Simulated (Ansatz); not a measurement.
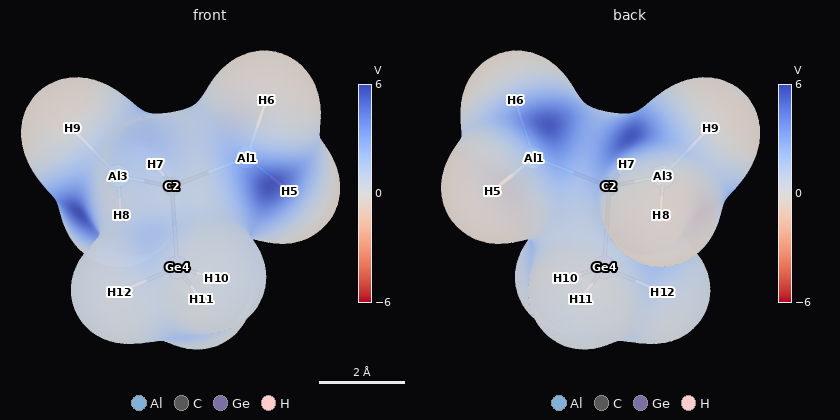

Figure. CH$_{8}$Al$_{2}$Ge (SMILES [AlH2][CH]([AlH2])[GeH3]). The electrostatic potential painted on the density surface at 0.004 e/bohr³, seen from the front and from behind; the colour scale runs from red (negative) to blue (positive).

Geometry: PBE0-D4/def2-TZVP.

Level of theory: Ansatz, RKS PBE0-D4/def2-TZVPP.

Input

```
crystal:
  periodic: [false, false, false]
  atoms:
    - {symbol: Al, position_ang: [-1.088077, 1.600441, -0.213971]}
    - {symbol: C, position_ang: [0.276370, 0.349401, 0.348508]}
    - {symbol: Al, position_ang: [-0.233342, -0.927915, 1.709294]}
    - {symbol: Ge, position_ang: [0.917289, -0.633085, -1.228399]}
    - {symbol: H, position_ang: [-2.239580, 1.115706, -1.193419]}
    - {symbol: H, position_ang: [-1.047275, 3.098064, 0.310383]}
    - {symbol: H, position_ang: [1.094066, 0.947592, 0.771195]}
    - {symbol: H, position_ang: [-1.122256, -2.182099, 1.312956]}
    - {symbol: H, position_ang: [0.237512, -0.709911, 3.209392]}
    - {symbol: H, position_ang: [1.432450, 0.334160, -2.315628]}
    - {symbol: H, position_ang: [-0.230798, -1.468871, -1.815991]}
    - {symbol: H, position_ang: [2.080442, -1.578883, -0.860319]}
basis:
  gaussian: {orbitals: def2-TZVPP}
hamiltonian: {xc: pbe0, dispersion: d4}
output: {orbitals: {seedname: orbitals}}
```

Command:

```sh
ansatz run in.yaml --threads 4 --pin off --events-out ev --progress --plain --max-ram 10444MiB
```

### Describe the electrostatic potential map.

The most negative region (about −0.4 V, or −9 kcal/mol for a unit charge) lies over H5, H6, H8 and H9, the most positive (about +5.6 V, or +129 kcal/mol for a unit charge) over Al1 and Al3.
